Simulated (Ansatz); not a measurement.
Start from AlN in the zinc blende structure (space group F-43m, No. 216; a = 4.370 Å).

One thing is altered: Ga replaces 75.0 % of the Al, ordered in a cell of 8 atoms (starting symmetry R3m) and fully relaxed.

Calculations: plane-wave PAW DFT at the r2SCAN level (Ansatz, an electronic-structure program, 500 eV), spin-orbit coupling left out.

The zone is the changed cell's own and can be folded.

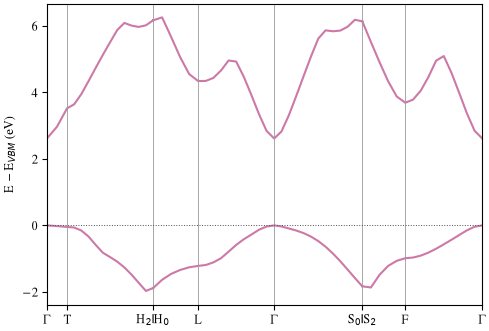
*Highest valence and lowest conduction band along the path of the changed cell's own zone*

From the figure, how large is the changed gap, and is it direct?

About 2.6 eV, direct at Γ.

Each cell is one ordered arrangement of few atoms, which overstates ordering effects compared with a random alloy. Whether these cells are dynamically stable was not tested. This is not the structure that AlN has at room temperature and ambient pressure. k-point labels follow each cell's own Brillouin zone.
